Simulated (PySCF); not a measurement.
SMILES N#CCC[SeH] at its CAM-B3LYP/def2-SVP optimised geometry (Å):

```
10

N      2.6577    -0.6599     0.0000
C      1.5050    -0.6599     0.0000
C      0.0402    -0.6309    -0.0177
C     -0.5005     0.6245    -0.7046
Se    -2.4508     0.6727    -0.8143
H     -0.3255    -1.5343    -0.5282
H     -0.3194    -0.6886     1.0211
H     -0.1573     0.6702    -1.7472
H     -0.1441     1.5343    -0.2052
H     -2.6577     0.8808     0.6261
```

Calculation: CAM-B3LYP/def2-TZVP (PySCF).

Map of the log10 of the electron density (e/bohr³), floored at −4 on the plane z = 1.2 Å:

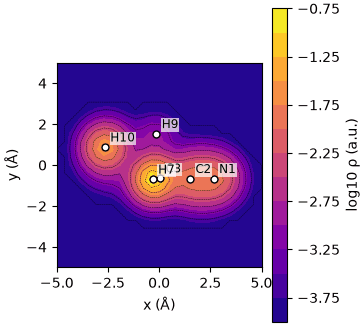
Fig. 1. Log10 of the electron density (e/bohr³), floored at −4 on the plane z = 1.2 Å.
